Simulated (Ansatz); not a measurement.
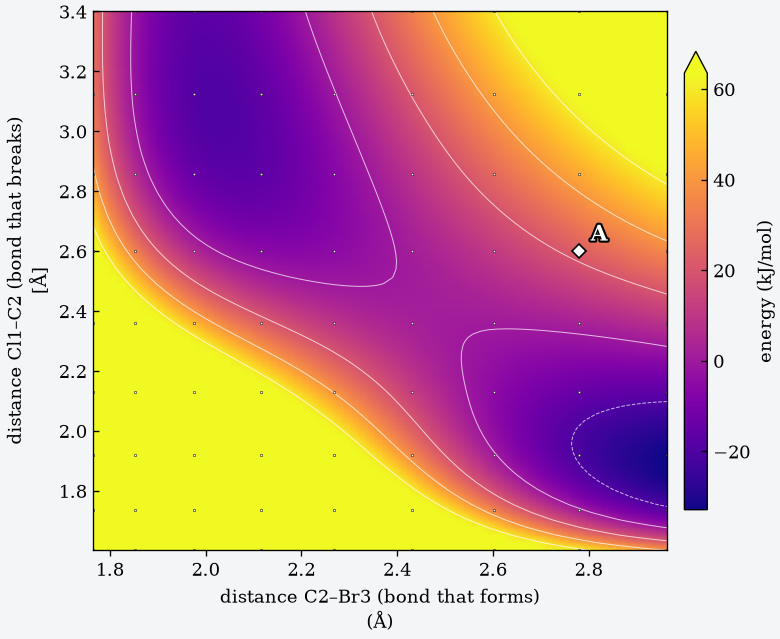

The reacting system CH₃BrCl (fragments CH₃Cl + Br where the first distance is long, Cl + CH₃Br where the second is long), charge −1. 
- First axis: distance C2–Br3 (bond that forms). Second axis: distance Cl1–C2 (bond that breaks).
- Relaxed at each point: all other coordinates.
- Grid: 9 × 9 points.
- Points are written as (first, second).
- Energies are in kJ/mol, from a guessed transition structure relaxed with its forming and breaking bonds held.
- The reference is spin-restricted, so regions where a bond is pulled apart into radicals lie too high.
- Method: RKS B3LYP-D4/def2-SVPD in Ansatz 0.2.0.

Drawn: a smooth colour map with a few white contour lines, dots at the grid points, one colour for all values above the top of the scale, the point A. Between grid points the surface is interpolated.

Is A at rest? If not, where is it pushed?

A, at (2.780 Å, 2.602 Å), is not a stationary point. The computed force is 70 kJ/mol for each Å towards smaller values of the first coordinate and 86 kJ/mol for each Å towards smaller values of the second coordinate.
